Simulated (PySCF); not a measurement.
# GeH₂: one geometry, several methods

How much do the numbers for GeH₂ (singlet) hang on the method? All levels run at one geometry, the PBE0 minimum.

The runs use PySCF 2.14.0; several methods, basis Ge def2-TZVP, H def2-TZVP, no relativity, density fitting.

## Step 1: The system as given

3 atoms, charge 0, spin multiplicity 1.

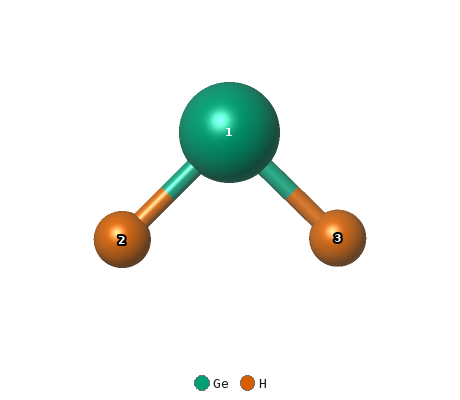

The starting geometry (germanium teal, hydrogen orange); atoms are numbered from 1 in the order of the file.

Coordinates in bohr (charge 0 multiplicity 1):
```
Ge    0.0000    0.0000   -0.0562
H     2.1435    0.0000    2.0616
H    -2.1435    0.0000    2.0616
```

## Step 2: Fields at the lowest minimum

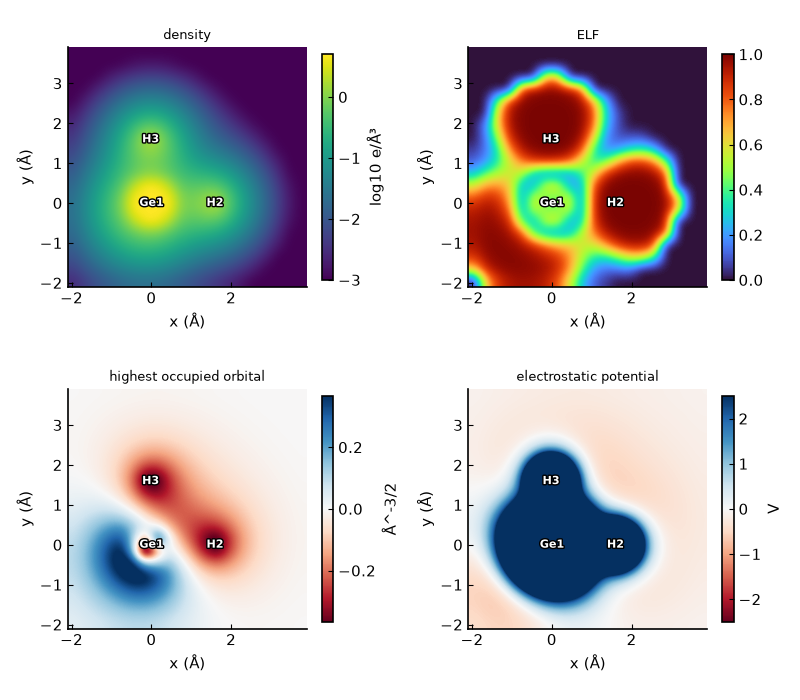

The plane holds Ge1 at (0.00, 0.00), H2 at (1.59, 0.00), H3 at (-0.02, 1.59) Å. ELF is set to 0 where the density is under 0.005 e/Å³; an orbital's overall sign is arbitrary. The potential's colours end at ±2.5 V.

Along Ge1–H2 (1.595 Å) the density is least, 0.82 e/Å³, about 0.96 Å from Ge1; ELF there is 0.66.

Making the fields took 0.5 s on 2 threads of Intel Xeon Platinum 8259CL at 2.50GHz (Skylake/Cascade Lake), shared host.

## Step 3: PBE0

One driver script runs all steps and calls PySCF; scf.py shows the equivalent input of each level. Each SCF starts from the density of the minimum. The driver also runs the species with one electron less or more at the same geometry; their logs are not shown.

scf.py

```python
from pyscf import gto, scf, dft
mol = gto.M(atom='''
Ge     0.000000     0.000000    -0.029747
H      1.134290    -0.000000     1.090938
H     -1.134290     0.000000     1.090938''',
    basis={'Ge': 'def2-TZVP', 'H': 'def2-TZVP'},
    charge=0, spin=0)
mf = dft.RKS(mol, xc='PBE0')
mf.grids.atom_grid = (75, 302)
aux = {'Ge': 'def2-universal-JKFIT', 'H': 'def2-universal-JKFIT'}
mf = mf.density_fit(auxbasis=aux)
mf.conv_tol = 1e-08
mf.diis_space = 10
mf.max_cycle = 60
mf.verbose = 4
mf.kernel()
```

Launch:

```sh
$ OMP_NUM_THREADS=2 python axn.py task.json out
```

Standard output:

```text
init E= -2077.87561044319
  HOMO = -0.253430668723444  LUMO = -0.111290237957159  gap/eV = 3.86784
cycle= 1 E= -2077.87561044319  delta_E= -9.09e-13  |g|= 8.25e-07  |ddm|= 1.83e-06
  HOMO = -0.253430553547451  LUMO = -0.111290127431303  gap/eV = 3.86784
Extra cycle  E= -2077.87561044318  delta_E= 5.46e-12  |g|= 9.98e-07  |ddm|= 1.46e-06
converged SCF energy = -2077.87561044318
```

This level, with the species of one electron less or more, took 1.1 s.

```
energy                        : -2077.875610 Eh
one electron less (charge +1) : -2077.529977 Eh (doublet, ⟨S²⟩ 0.75)
one electron more (charge -1) : -2077.909171 Eh (doublet, ⟨S²⟩ 0.76)
Mulliken charge of Ge1        : +0.03 e
```

## Step 4: HF

Edit scf.py of step 3 so:

```diff
@@ -8,2 +8 @@
-mf = dft.RKS(mol, xc='PBE0')
-mf.grids.atom_grid = (75, 302)
+mf = scf.RHF(mol)
```

Standard output, cut to the lines that bear on the results:

```text
[... the frontier levels of the middle cycles are left out ...]
init E= -2076.46268924499
  HOMO = -0.331093091383972  LUMO = 0.0136914574542519  gap/eV = 9.38207
cycle= 1 E= -2076.47467271257  delta_E= -0.012  |g|= 0.118  |ddm|= 0.196
  HOMO = -0.334955414834276  LUMO = 0.00936519002688208  gap/eV = 9.36944
cycle= 2 E= -2076.47560268061  delta_E= -0.00093  |g|= 0.0669  |ddm|= 0.098
  HOMO = -0.337608708603343  LUMO = 0.0071811604160148  gap/eV = 9.38221
cycle= 3 E= -2076.47592006679  delta_E= -0.000317  |g|= 0.00942  |ddm|= 0.0284
cycle= 4 E= -2076.475945725  delta_E= -2.57e-05  |g|= 0.000953  |ddm|= 0.0179
cycle= 5 E= -2076.47594669335  delta_E= -9.68e-07  |g|= 0.000135  |ddm|= 0.00444
cycle= 6 E= -2076.4759467131  delta_E= -1.98e-08  |g|= 1.62e-05  |ddm|= 0.000604
cycle= 7 E= -2076.47594671328  delta_E= -1.82e-10  |g|= 3.26e-06  |ddm|= 4.29e-05
  HOMO = -0.338076213702446  LUMO = 0.00687673821408197  gap/eV = 9.38665
Extra cycle  E= -2076.47594671329  delta_E= -7.73e-12  |g|= 1.82e-06  |ddm|= 4.45e-06
converged SCF energy = -2076.47594671329
```

This level, with the species of one electron less or more, took under 0.5 s.

```
energy                        : -2076.475947 Eh
one electron less (charge +1) : -2076.164649 Eh (doublet, ⟨S²⟩ 0.77)
one electron more (charge -1) : -2076.489637 Eh (doublet, ⟨S²⟩ 0.77)
Mulliken charge of Ge1        : +0.09 e
```

## Step 5: PBE

Edit scf.py of step 4 so:

```diff
@@ -8 +8,2 @@
-mf = scf.RHF(mol)
+mf = dft.RKS(mol, xc='PBE')
+mf.grids.atom_grid = (75, 302)
```

Standard output:

```text
init E= -2077.82009113967
  HOMO = -0.214925687663437  LUMO = -0.144389615581104  gap/eV = 1.91938
cycle= 1 E= -2077.82124002638  delta_E= -0.00115  |g|= 0.102  |ddm|=  0.1
  HOMO = -0.217675487642948  LUMO = -0.146155186998977  gap/eV = 1.94617
cycle= 2 E= -2077.8206930771  delta_E= 0.000547  |g|= 0.135  |ddm|= 0.0809
  HOMO = -0.215231990264211  LUMO = -0.143682437590228  gap/eV = 1.94696
cycle= 3 E= -2077.82186584395  delta_E= -0.00117  |g|= 0.0036  |ddm|= 0.0533
  HOMO = -0.215631733576149  LUMO = -0.144226305187669  gap/eV = 1.94304
cycle= 4 E= -2077.8218697195  delta_E= -3.88e-06  |g|= 0.000549  |ddm|= 0.00648
  HOMO = -0.215604901105283  LUMO = -0.144222465857587  gap/eV = 1.94242
cycle= 5 E= -2077.82186986303  delta_E= -1.44e-07  |g|= 9.11e-05  |ddm|= 0.001
  HOMO = -0.215594501914985  LUMO = -0.144211701678034  gap/eV = 1.94242
cycle= 6 E= -2077.82186986586  delta_E= -2.83e-09  |g|= 5.79e-06  |ddm|= 0.000128
  HOMO = -0.21559741173296  LUMO = -0.144213250522123  gap/eV = 1.94246
Extra cycle  E= -2077.82186986586  delta_E= -5e-12  |g|= 3.26e-06  |ddm|= 1.44e-05
converged SCF energy = -2077.82186986586
```

This level, with the species of one electron less or more, took 3.2 s.

- energy: -2077.821870 Eh
- one electron less (charge +1): -2077.476195 Eh (doublet, ⟨S²⟩ 0.75)
- one electron more (charge -1): -2077.853194 Eh (doublet, ⟨S²⟩ 0.75)
- Mulliken charge of Ge1: +0.04 e

## Step 6: B3LYP

Edit scf.py of step 5 so:

```diff
@@ -8 +8 @@
-mf = dft.RKS(mol, xc='PBE')
+mf = dft.RKS(mol, xc='B3LYP')
```

Standard output:

```text
init E= -2078.19622010422
  HOMO = -0.24736405490351  LUMO = -0.120334473394228  gap/eV = 3.45665
cycle= 1 E= -2078.19669438657  delta_E= -0.000474  |g|= 0.0366  |ddm|= 0.0816
  HOMO = -0.248983035684659  LUMO = -0.122218434416827  gap/eV = 3.44944
cycle= 2 E= -2078.1966541502  delta_E= 4.02e-05  |g|= 0.0442  |ddm|= 0.0372
  HOMO = -0.247841626250146  LUMO = -0.121015334995481  gap/eV = 3.45112
cycle= 3 E= -2078.19679368743  delta_E= -0.00014  |g|= 0.000774  |ddm|= 0.0199
  HOMO = -0.247910967402349  LUMO = -0.121058445289761  gap/eV = 3.45183
cycle= 4 E= -2078.19679379126  delta_E= -1.04e-07  |g|= 0.000291  |ddm|= 0.00129
  HOMO = -0.247941095031796  LUMO = -0.121085168392476  gap/eV = 3.45193
cycle= 5 E= -2078.19679382711  delta_E= -3.58e-08  |g|= 2.74e-05  |ddm|= 0.000433
  HOMO = -0.247931761891274  LUMO = -0.121078206947978  gap/eV = 3.45186
cycle= 6 E= -2078.19679382731  delta_E= -1.98e-10  |g|= 2.41e-06  |ddm|= 5.74e-05
  HOMO = -0.247932626346057  LUMO = -0.121079185306403  gap/eV = 3.45186
Extra cycle  E= -2078.19679382731  delta_E= -5e-12  |g|= 2.7e-06  |ddm|= 7.13e-06
converged SCF energy = -2078.19679382731
```

This level, with the species of one electron less or more, took 2.6 s on 2 threads of Intel Xeon Platinum 8259CL at 2.50GHz (Skylake/Cascade Lake), shared host.

| Quantity | Value |
| --- | --- |
| energy | -2078.196794 Eh |
| one electron less (charge +1) | -2077.845757 Eh (doublet, ⟨S²⟩ 0.75) |
| one electron more (charge -1) | -2078.227394 Eh (doublet, ⟨S²⟩ 0.75) |
| Mulliken charge of Ge1 | +0.09 e |

## Step 7: r2SCAN

Edit scf.py of step 6 so:

```diff
@@ -8,2 +8,2 @@
-mf = dft.RKS(mol, xc='B3LYP')
-mf.grids.atom_grid = (75, 302)
+mf = dft.RKS(mol, xc='R2SCAN')
+mf.grids.atom_grid = (90, 434)
```

Standard output:

```text
init E= -2078.1252974254
  HOMO = -0.226582669562124  LUMO = -0.139516130942575  gap/eV = 2.36920
cycle= 1 E= -2078.12598193083  delta_E= -0.000685  |g|= 0.0136  |ddm|= 0.0673
  HOMO = -0.225488123485023  LUMO = -0.138772703334021  gap/eV = 2.35965
cycle= 2 E= -2078.12597763408  delta_E= 4.3e-06  |g|= 0.0166  |ddm|= 0.0131
  HOMO = -0.225294686562717  LUMO = -0.138504249654726  gap/eV = 2.36169
cycle= 3 E= -2078.12599614172  delta_E= -1.85e-05  |g|= 0.000605  |ddm|= 0.00615
  HOMO = -0.225407547225184  LUMO = -0.138590570315992  gap/eV = 2.36241
cycle= 4 E= -2078.12599623096  delta_E= -8.92e-08  |g|= 0.000261  |ddm|= 0.00104
  HOMO = -0.225394842311615  LUMO = -0.138573110880852  gap/eV = 2.36254
cycle= 5 E= -2078.12599626019  delta_E= -2.92e-08  |g|= 2.08e-05  |ddm|= 0.00052
  HOMO = -0.22539241037672  LUMO = -0.138572291941458  gap/eV = 2.36250
cycle= 6 E= -2078.12599626036  delta_E= -1.68e-10  |g|= 2.01e-06  |ddm|= 3.76e-05
  HOMO = -0.225392219645697  LUMO = -0.138571840368127  gap/eV = 2.36250
Extra cycle  E= -2078.12599626036  delta_E= -4.55e-13  |g|= 1.58e-06  |ddm|= 1.11e-05
converged SCF energy = -2078.12599626036
```

This level, with the species of one electron less or more, took 7.1 s.

- energy: -2078.125996 Eh
- one electron less (charge +1): -2077.779755 Eh (doublet, ⟨S²⟩ 0.76)
- one electron more (charge -1): -2078.165102 Eh (doublet, ⟨S²⟩ 0.76)
- Mulliken charge of Ge1: +0.06 e

## Step 8: TPSSh

Edit scf.py of step 7 so:

```diff
@@ -8 +8 @@
-mf = dft.RKS(mol, xc='R2SCAN')
+mf = dft.RKS(mol, xc='TPSSH')
```

Standard output:

```text
init E= -2078.10896945791
  HOMO = -0.236077958937279  LUMO = -0.1264191613016  gap/eV = 2.98397
cycle= 1 E= -2078.1092597954  delta_E= -0.00029  |g|= 0.0722  |ddm|= 0.0764
  HOMO = -0.23736842064978  LUMO = -0.128797024067034  gap/eV = 2.95438
cycle= 2 E= -2078.1090317262  delta_E= 0.000228  |g|= 0.0922  |ddm|= 0.0695
  HOMO = -0.235115484039191  LUMO = -0.1263662419573  gap/eV = 2.95922
cycle= 3 E= -2078.10962400912  delta_E= -0.000592  |g|= 0.000497  |ddm|= 0.0396
  HOMO = -0.235261744312044  LUMO = -0.12644632804525  gap/eV = 2.96102
cycle= 4 E= -2078.10962406367  delta_E= -5.46e-08  |g|= 0.000178  |ddm|= 0.000904
  HOMO = -0.235271280395541  LUMO = -0.12645730581584  gap/eV = 2.96098
cycle= 5 E= -2078.10962407779  delta_E= -1.41e-08  |g|= 3.01e-05  |ddm|= 0.000309
  HOMO = -0.235262150332495  LUMO = -0.12645083793856  gap/eV = 2.96091
cycle= 6 E= -2078.10962407813  delta_E= -3.35e-10  |g|= 1.52e-06  |ddm|= 5.59e-05
  HOMO = -0.23526227728953  LUMO = -0.12645103490827  gap/eV = 2.96090
Extra cycle  E= -2078.10962407813  delta_E= -2.73e-12  |g|= 1.9e-06  |ddm|= 2.51e-06
converged SCF energy = -2078.10962407813
```

This level, with the species of one electron less or more, took 7 s.

- energy: -2078.109624 Eh
- one electron less (charge +1): -2077.763661 Eh (doublet, ⟨S²⟩ 0.75)
- one electron more (charge -1): -2078.142098 Eh (doublet, ⟨S²⟩ 0.76)
- Mulliken charge of Ge1: +0.07 e

## Step 9: BHandHLYP

Edit scf.py of step 8 so:

```diff
@@ -8,2 +8,2 @@
-mf = dft.RKS(mol, xc='TPSSH')
-mf.grids.atom_grid = (90, 434)
+mf = dft.RKS(mol, xc='BHANDHLYP')
+mf.grids.atom_grid = (75, 302)
```

Standard output:

```text
init E= -2078.12234312018
  HOMO = -0.286392300050015  LUMO = -0.0762088799991867  gap/eV = 5.71938
cycle= 1 E= -2078.12351556206  delta_E= -0.00117  |g|= 0.05  |ddm|= 0.0795
  HOMO = -0.287083628392208  LUMO = -0.0775103898329199  gap/eV = 5.70278
cycle= 2 E= -2078.12354913918  delta_E= -3.36e-05  |g|= 0.044  |ddm|= 0.036
  HOMO = -0.287890310819044  LUMO = -0.0782578864733612  gap/eV = 5.70439
cycle= 3 E= -2078.12366613986  delta_E= -0.000117  |g|= 0.00226  |ddm|= 0.0163
  HOMO = -0.287645659209953  LUMO = -0.0780051382232338  gap/eV = 5.70461
cycle= 4 E= -2078.12366681279  delta_E= -6.73e-07  |g|= 0.000348  |ddm|= 0.00221
  HOMO = -0.287731527652063  LUMO = -0.0780853938905404  gap/eV = 5.70476
cycle= 5 E= -2078.12366685463  delta_E= -4.18e-08  |g|= 3.68e-05  |ddm|= 0.000723
  HOMO = -0.287732866546414  LUMO = -0.0780888950927636  gap/eV = 5.70470
cycle= 6 E= -2078.1236668554  delta_E= -7.73e-10  |g|= 6.81e-06  |ddm|= 9.44e-05
  HOMO = -0.287731238417833  LUMO = -0.0780867659889983  gap/eV = 5.70472
Extra cycle  E= -2078.12366685543  delta_E= -2.46e-11  |g|= 3.38e-06  |ddm|= 1.57e-05
converged SCF energy = -2078.12366685543
```

This level, with the species of one electron less or more, took 2.5 s.

* energy: -2078.123667 Eh
* one electron less (charge +1): -2077.778467 Eh (doublet, ⟨S²⟩ 0.76)
* one electron more (charge -1): -2078.150900 Eh (doublet, ⟨S²⟩ 0.76)
* Mulliken charge of Ge1: +0.08 e

## Step 10: HSE06

Edit scf.py of step 9 so:

```diff
@@ -8 +8 @@
-mf = dft.RKS(mol, xc='BHANDHLYP')
+mf = dft.RKS(mol, xc='HSE06')
```

Standard output:

```text
init E= -2077.87045811672
  HOMO = -0.239182162015459  LUMO = -0.126781744565506  gap/eV = 3.05857
cycle= 1 E= -2077.87049676755  delta_E= -3.87e-05  |g|= 0.0198  |ddm|= 0.0252
  HOMO = -0.239581769721884  LUMO = -0.126957543773321  gap/eV = 3.06466
cycle= 2 E= -2077.8704870781  delta_E= 9.69e-06  |g|= 0.0225  |ddm|= 0.0148
  HOMO = -0.239150534727364  LUMO = -0.126540720281427  gap/eV = 3.06427
cycle= 3 E= -2077.87051967112  delta_E= -3.26e-05  |g|= 0.000596  |ddm|= 0.00874
  HOMO = -0.23924701819341  LUMO = -0.126657134692204  gap/eV = 3.06373
cycle= 4 E= -2077.87051991083  delta_E= -2.4e-07  |g|= 7.53e-05  |ddm|= 0.00093
  HOMO = -0.23923327593196  LUMO = -0.126643860528162  gap/eV = 3.06371
cycle= 5 E= -2077.87051974157  delta_E= 1.69e-07  |g|= 2.15e-05  |ddm|= 0.000175
  HOMO = -0.239233376957509  LUMO = -0.126643179707537  gap/eV = 3.06374
cycle= 6 E= -2077.87051974177  delta_E= -1.96e-10  |g|= 5.62e-07  |ddm|= 2.77e-05
  HOMO = -0.239233528801683  LUMO = -0.12664325501806  gap/eV = 3.06374
Extra cycle  E= -2077.87051974177  delta_E= -3.64e-12  |g|= 5.07e-07  |ddm|= 1.16e-06
converged SCF energy = -2077.87051974177
```

This level, with the species of one electron less or more, took 4.3 s on 2 threads of Intel Xeon Platinum 8259CL at 2.50GHz (Skylake/Cascade Lake), shared host.

- energy: -2077.870520 Eh
- one electron less (charge +1): -2077.523537 Eh (doublet, ⟨S²⟩ 0.75)
- one electron more (charge -1): -2077.903804 Eh (doublet, ⟨S²⟩ 0.75)
- Mulliken charge of Ge1: +0.03 e

## Step 11: The ladder

| level | atomisation energy (kJ/mol) | vertical ionisation energy (eV) | vertical electron affinity (eV) | −ε(HOMO) (eV) | gap (eV) | dipole (D) | wall time |
| --- | --- | --- | --- | --- | --- | --- | --- |
| PBE0 | 573 | 9.41 | 0.91 | 6.90 | 3.87 | 0.15 | 1.1 s |
| HF | 408 | 8.47 | 0.37 | 9.20 | 9.39 | 0.08 | under 0.5 s |
| PBE | 580 | 9.41 | 0.85 | 5.87 | 1.94 | 0.21 | 3.2 s |
| B3LYP | 597 | 9.55 | 0.83 | 6.75 | 3.45 | 0.29 | 2.6 s |
| r2SCAN | 585 | 9.42 | 1.06 | 6.13 | 2.36 | 0.13 | 7.1 s |
| TPSSh | 610 | 9.41 | 0.88 | 6.40 | 2.96 | 0.19 | 7 s |
| BHandHLYP | 584 | 9.39 | 0.74 | 7.83 | 5.70 | 0.22 | 2.5 s |
| HSE06 | 576 | 9.44 | 0.91 | 6.51 | 3.06 | 0.18 | 4.3 s |

Times are for 2 threads of Intel Xeon Platinum 8259CL at 2.50GHz (Skylake/Cascade Lake), shared host; PBE0 starts from its own converged density, so its time is not comparable. A dash stands where a species or a free atom was not run at that level, or the quantity is not defined.

Atomisation goes to high-spin atoms in their ground configurations, run at the same level, without zero-point energy.

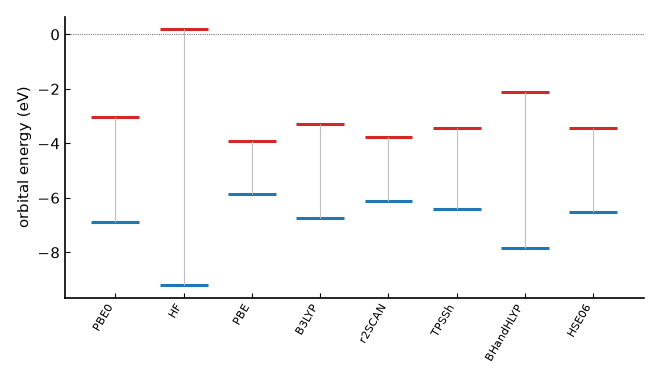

Highest occupied (blue) and lowest empty (red) levels by method.

## Step 12: Outcome

| quantity | value |
| --- | --- |
| atomisation energy, range | 408 (HF) to 610 (TPSSh) kJ/mol |
| vertical ionisation energy, range | 8.47 (HF) to 9.55 (B3LYP) eV |
| vertical electron affinity, range | 0.37 (HF) to 1.06 (r2SCAN) eV |
| orbital gap, range | 1.94 (PBE) to 9.39 (HF) eV |

What this shows: The atomisation energy spreads over 202 kJ/mol, from HF to TPSSh; without a CCSD(T) value for it there is no yardstick here. Without diffuse functions electron affinities tend to come out too low.
